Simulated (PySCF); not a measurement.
Vertical excitations of a molecule C2H10Cl2O2Si3 from PySCF 2.14.0 with TDA-PBE0/def2-SVP, as energy in eV (oscillator strength): 7.69 (0.008), 8.04 (0.002), 8.23 (0.006), 8.31 (0.008), 8.35 (0.010), 8.55 (0.002), 8.57 (0.002), 8.62 (0.030), 8.65 (0.040), 8.77 (0.027). Lowest triplet (TDA): 7.30 eV. Geometry optimised at B3LYP-D3(BJ)/def2-SVP. One conformer was computed; it need not be the lowest.

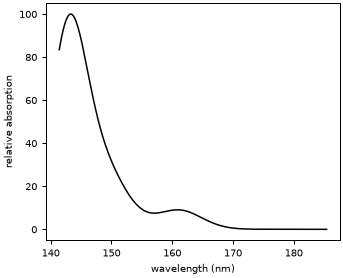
Figure: The lines broadened by 0.4 eV.

Identify the compound among the candidates.
(A) C[Si](C)(O[SiH3])O[SiH](Cl)Cl
(B) C[SiH](C)O[SiH2]O[SiH](Cl)Cl
(C) C[Si](C)(O[SiH2]Cl)O[SiH2]Cl

A, C[Si](C)(O[SiH3])O[SiH](Cl)Cl
